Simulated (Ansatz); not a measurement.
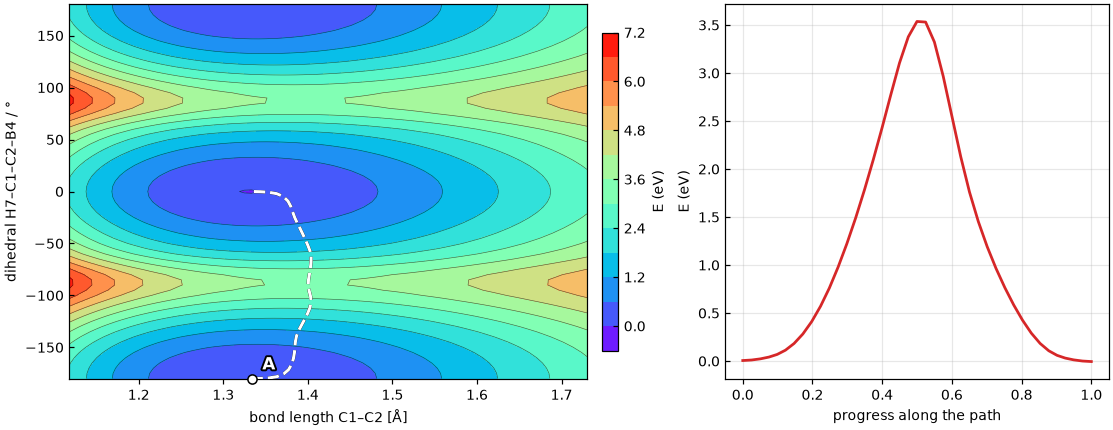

C2H6BClOSi, SMILES C=C(O)B([SiH3])Cl. The first coordinate is: bond length C1–C2; the second: dihedral H7–C1–C2–B4. Nothing is relaxed (all other coordinates rigid). The scan uses a 15 × 15 grid. Points are written as (first, second). Energies are in eV, from the relaxed molecule at the same level. The dihedral twists a double bond; near 90° a spin-restricted reference is unreliable. These are results of Ansatz 0.2.0, RHF/def2-SVP, not measurements.

In the figure: filled contours, a line along the lowest path, the energy along the path at the right, the start A. Between grid points the surface is interpolated.

**Describe the path and its barrier.**

The easiest path leads from the well at (1.336 Å, −180°) to a well of about the same depth at about (1.33 Å, 0°). Its highest point lies about 3.5 eV above the bottom of the first well on the interpolated surface, at about (1.40 Å, −90°). The start is the relaxed structure and all else is held, so a fully relaxed path at this level can only be lower.
